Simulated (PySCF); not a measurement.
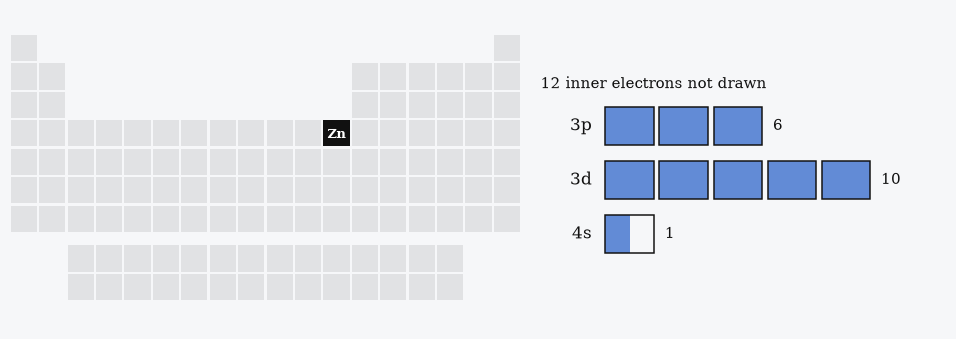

Fig. 1: Left, the place of zinc in the periodic table; right, the outer shells of the nominal configuration: a box for each of the 2l + 1 orbitals, shaded by the share of the shell that is filled, with the electron count at the right.

**Atomic calculation for Zn⁺**

- system: Zn⁺, configuration 1s2 2s2 2p6 3s2 3p6 3d10 4s1, multiplicity 2.
- method: unrestricted HF, 6-31G*, non-relativistic, point nucleus (PySCF)

Input:
```python
from pyscf import gto, scf, dft, mp, cc
import basis_set_exchange as bse
mol = gto.M(atom="Zn 0 0 0", charge=1, spin=1, symmetry="D2h",
            basis=gto.basis.parse(bse.get_basis("6-31G*", elements=["Zn"], fmt="nwchem", header=False)))
mf = scf.UHF(mol)
mf.irrep_nelec = {'Ag': (6, 5), 'B1g': (1, 1), 'B2g': (1, 1), 'B3g': (1, 1), 'B1u': (2, 2), 'B2u': (2, 2), 'B3u': (2, 2)}
mf.kernel()
```

The script is an equivalent of what the driver set up; the driver computed the properties (radii, ⟨L²⟩, response) afterwards. It also set what the script leaves out: max_cycle = 5, guess = atom. It held the occupations shell by shell, which the script's counts by irreducible representation don't always enforce.

Launched within a batch (the task file carries these settings):
```bash
OMP_NUM_THREADS=1 python <driver script> TASK.json OUT
```

Log (extracts):
```
damping factor = 0
level_shift factor = 0
DIIS = <class 'pyscf.scf.diis.CDIIS'>
diis_start_cycle = 1
diis_space = 10
diis_damp = 0
SCF conv_tol = 1e-09
SCF conv_tol_grad = None
number electrons alpha = 15  beta = 14
irrep_nelec {'Ag': (6, 5), 'B1g': (1, 1), 'B2g': (1, 1), 'B3g': (1, 1), 'Au': (0, 0), 'B1u': (2, 2), 'B2u': (2, 2), 'B3u': (2, 2)}
alpha HOMO (Ag) = -0.28267526721003  LUMO (B1u) = 0.0596930798883464

WARN: HOMO -0.28267526721003 >= LUMO -0.28267526721003

cycle= 1 E= -1777.19842299439  delta_E= 0.283  |g|= 0.0845  |ddm|= 0.649
alpha HOMO (Ag) = -0.59680631906352  LUMO (B1u) = -0.185682686618112
  HOMO = -0.596806319064  LUMO = -0.28267526897  gap/eV = 8.54794
cycle= 2 E= -1777.20751200636  delta_E= -0.00909  |g|= 0.0525  |ddm|= 0.305
alpha HOMO (Ag) = -0.597409275993545  LUMO (B1u) = -0.179109215890028
  HOMO = -0.597409275994  LUMO = -0.27302152848  gap/eV = 8.82704
cycle= 3 E= -1777.20872022764  delta_E= -0.00121  |g|= 0.0144  |ddm|= 0.0731
alpha HOMO (Ag) = -0.600716460669425  LUMO (B3u) = -0.171862955695477
  HOMO = -0.600716460669  LUMO = -0.26343717597  gap/eV = 9.17784
cycle= 4 E= -1777.20912995127  delta_E= -0.00041  |g|= 0.00112  |ddm|= 0.101
alpha HOMO (Ag) = -0.599504650697475  LUMO (B1u) = -0.17201877419627
  HOMO = -0.599504650697  LUMO = -0.263936579585  gap/eV = 9.13127
cycle= 5 E= -1777.20913053052  delta_E= -5.79e-07  |g|= 0.000256  |ddm|= 0.00108
SCF not converged.
SCF energy = -1777.20913053052 after 5 cycles  <S^2> = 0.75014829  2S+1 = 2.0001483
```

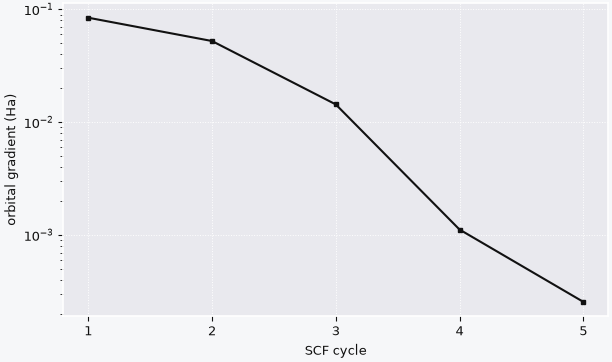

Fig. 2: Convergence: orbital gradient against the SCF cycle. The residual is still falling at the last step (down to 2.6 × 10⁻⁴), so the run was stopped before it reached the threshold. It goes from 0.085 to 0.00026 in 5 steps.

What the run reported:

```
                                             quantity                                                                  value
                                              outcome                                                          not converged
                                         total energy                                                     −1777.2091 hartree
                                       kinetic energy                                                      1777.0468 hartree
−E/T (1 by the virial theorem at the basis-set limit)                                                                 1.0001
                                                 ⟨S²⟩                                                                  0.750
                                       SCF iterations                                                                      5
                                             hardware  1 thread of Arm Neoverse V2, 108 GiB of memory available, shared host
```

What went wrong:

One thing in this input was made wrong on purpose: too few SCF iterations. The run did not meet its convergence test in 5 iterations, so its last values are not results.
